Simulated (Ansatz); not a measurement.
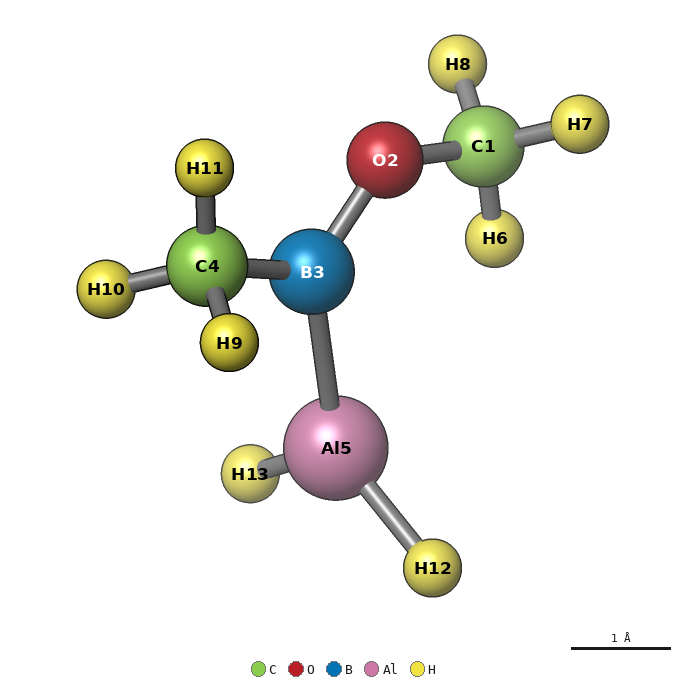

Orthographic view. Depth is shown by fading: the farther an atom, the more it takes the colour of the background. Computed geometry: PBE-D4/def2-SVP optimisation. No frequency run is at hand to confirm it as a minimum.

Write a Z-matrix (Å, degrees) in the order of the atom numbers, with these reference atoms: 2 to 1; 3 to 2, 1; 4 to 3, 2, 1; 5 to 3, 2, 1; 6 to 1, 2, 3; 7 to 1, 6, 2; 8 to 1, 7, 6; 9 to 4, 3, 2; 10 to 4, 9, 3; 11 to 4, 10, 9; 12 to 5, 3, 2; 13 to 5, 12, 3.

```
C  
O    1   1.411
B    2   1.367   1   124.4
C    3   1.582   2   116.0   1   179.7
Al   3   2.172   2   122.6   1    -0.1
H    1   1.119   2   111.9   3    -0.1
H    1   1.110   6   108.3   2   121.2
H    1   1.110   7   108.6   6  -117.4
H    4   1.113   3   110.4   2  -119.3
H    4   1.112   9   105.4   3   120.1
H    4   1.110  10   108.6   9  -115.9
H    5   1.618   3   122.5   2    93.3
H    5   1.617  12   115.0   3  -175.7
```
